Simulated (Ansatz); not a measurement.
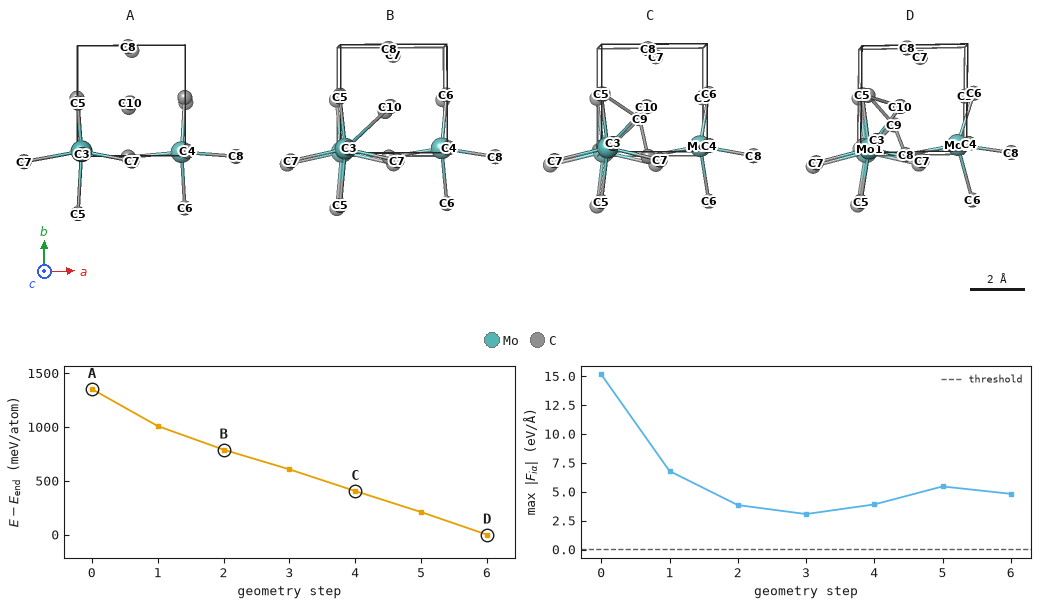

Frames of a relaxation of solid MoC4 (a generated structure, set up in P1) (coarse preliminary run), marked on the history of the run. The picture is a ball-and-stick view of the cell of the calculation, reduced to other axes, seen along the c axis. Lengths and directions refer to the drawn axes.

These are results of DFT PBE, scalar-relativistic, plane waves, PAW (Ansatz 0.2.0), not measurements. (plane-wave cutoff 420 eV; k-point mesh 6 × 6 × 4; occupations gaussian; smearing width 0.2 eV; no spin polarisation; cell and atoms relaxed; force threshold 0.025 eV/Å; at most 60 steps)

Question: Describe the path.

Answer: The run was cut off at its time limit before the relaxation converged, so the last structure is only a point on the way. C9 moves most relative to the cell: 1.06 Å along [−2 −2 1]. Largest moves by element: C 1.06 Å, Mo 0.37 Å. The volume changes by −6.9 %, with a 4.021 → 3.948 Å (−1.8 %), b 4.121 → 3.984 Å (−3.3 %), c 8.105 → 7.965 Å (−1.7 %), α 89.9° → 88.0°, β 89.5° → 87.8°, γ 89.6° → 88.1°. Among the contacts that change: Mo2–C9 3.350 → 2.059 Å, C3–C9 2.520 → 1.326 Å, C8–C9 2.667 → 1.592 Å, C5–C10 2.700 → 1.653 Å. New bonds form: C3–C9 (2.52 → 1.33 Å), C5–C10 (2.70 → 1.65 Å), C6–C9 (2.58 → 1.62 Å), C8–C9 (2.67 → 1.59 Å). Bond angles that change, for instance: C6–Mo2–C8 97.7° → 117.3°, C3–Mo1–C5 84.7° → 103.8°, C6–Mo2–C6 159.1° → 141.4°. The space group stays P1 (No. 1). Over 6 geometry steps the energy falls by 1353 meV per atom. The largest force component goes from 15 to 4.8 eV/Å. Pressure: 8.45 GPa at the start and 4.84 GPa at the end. From step 0 to 2: C9 moves most (0.36 Å), volume −5.0 %, energy −563 meV per atom. From step 2 to 4: C9 moves most (0.37 Å), volume −2.0 %, energy −385 meV per atom. From step 4 to 6: C atoms move most (0.35 Å), energy −405 meV per atom.
